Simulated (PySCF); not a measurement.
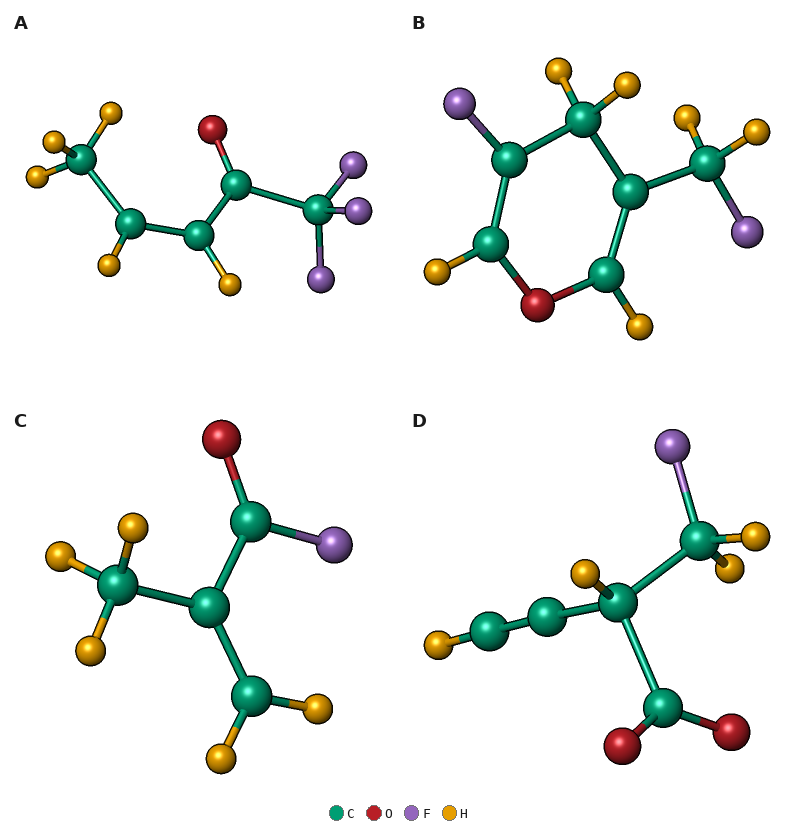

Source: calculation with PySCF.

```xyz
12
charge -1, multiplicity 1
C     1.9338    0.0952    1.4812
C     1.1422    0.0518    0.5797
C     0.1711   -0.0354   -0.4704
C    -0.9080    1.0157   -0.3522
F    -0.4298    2.3156   -0.5437
C    -0.5680   -1.5133   -0.3704
O    -0.0376   -2.3752   -1.0601
O    -1.5525   -1.5366    0.3612
H     2.6287    0.1153    2.2673
H     0.6617    0.0050   -1.4478
H    -1.3598    0.9937    0.6426
H    -1.6807    0.8675   -1.1134
```

**Which panel shows the molecule in this file?**

D. The file holds C5H4FO2(-), `C#C[C@H](CF)C(=O)[O-]`.
